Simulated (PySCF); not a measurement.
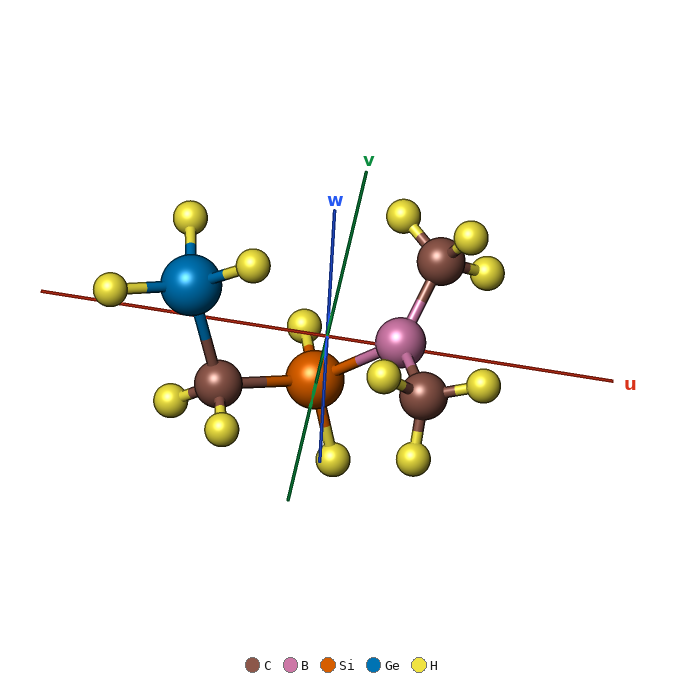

The lines u, v and w are the principal axes of the static dipole polarisability. The geometry was computed by an optimisation with PBE0-D3(BJ)/def2-SVP. No frequency run is at hand to confirm it as a minimum. Level of theory: CAM-B3LYP/def2-SVPD (PySCF 2.14.0).

Question: Along which axis is the molecule most polarisable, and along which least?

Answer: Most along u, least along w.

Question: Give the three principal values.

Answer: u 119.6, v 109.7, w 104.1 bohr³; mean 111.1, anisotropy 13.6 bohr³.
